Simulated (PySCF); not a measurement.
**C4H4ClFO2 (SMILES CO/C(F)=C/C(=O)Cl): density, localisation and related maps**

```xyz
12

C     2.2178   -0.1629   -0.6231
O     0.8306    0.0206   -0.8876
C    -0.0123   -0.0048    0.1211
F     0.5433   -0.2114    1.3126
C    -1.3417    0.1644   -0.0248
C    -2.2518    0.1312    1.0908
O    -2.0393   -0.0349    2.2486
Cl   -3.9250    0.3894    0.5348
H     2.7071   -0.1030   -1.5919
H     2.5962    0.6209    0.0367
H     2.4036   -1.1387   -0.1692
H    -1.7273    0.3286   -1.0152
```

Geometry: GFN2-xTB.

Method: PySCF 2.14.0, PBE0/pcSseg-1, SCF density, gas phase, non-relativistic.

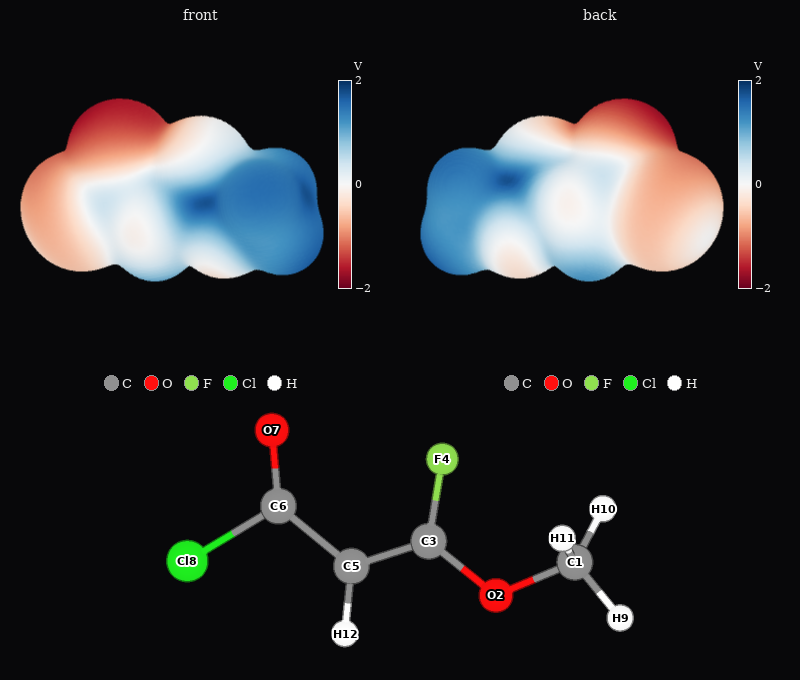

Figure 1. The electrostatic potential painted on the density surface at 0.002 e/bohr³, seen from the front and from behind; the colour scale runs from red (negative) to blue (positive). The bare structure is drawn below in the same view.

Question: Which sites attract a positive test charge, and which a negative one?

Answer: A positive charge is drawn to the negative regions and a negative charge to the positive ones. The most negative region (about −1.7 V) lies over O7, the most positive (about +1.7 V) over C1 and C3. O7 is the likeliest acceptor of a hydrogen bond.

Question: What dipole moment does the calculation give?

Answer: Its dipole moment is 6.09 D.

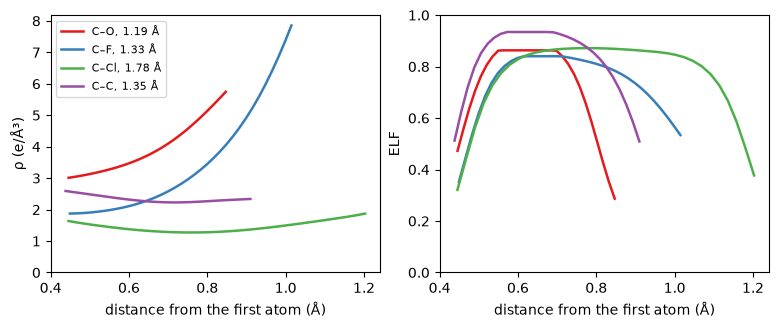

Figure 2. Total electron density and electron localisation function along straight lines between neighbouring atoms. The curves leave out the atomic cores.

Question: What can be read from the curves?

Answer: C–O (1.19 Å): ρ is about 3.4 e/Å³ halfway; the ELF peaks at about 0.85 between the atoms; a multiple bond.
C–F (1.33 Å): the density is about 2.4 e/Å³ at the midpoint; the ELF peaks at about 0.85 between the atoms (a shared but strongly polarised pair).
C–Cl (1.78 Å): ρ is about 1.3 e/Å³ halfway; the ELF peaks at about 0.85 between the atoms: a covalent bond.
C–C (1.35 Å): ρ at the midpoint is about 2.2 e/Å³; the ELF peaks at about 0.95 between the atoms (localised, covalent bonding).
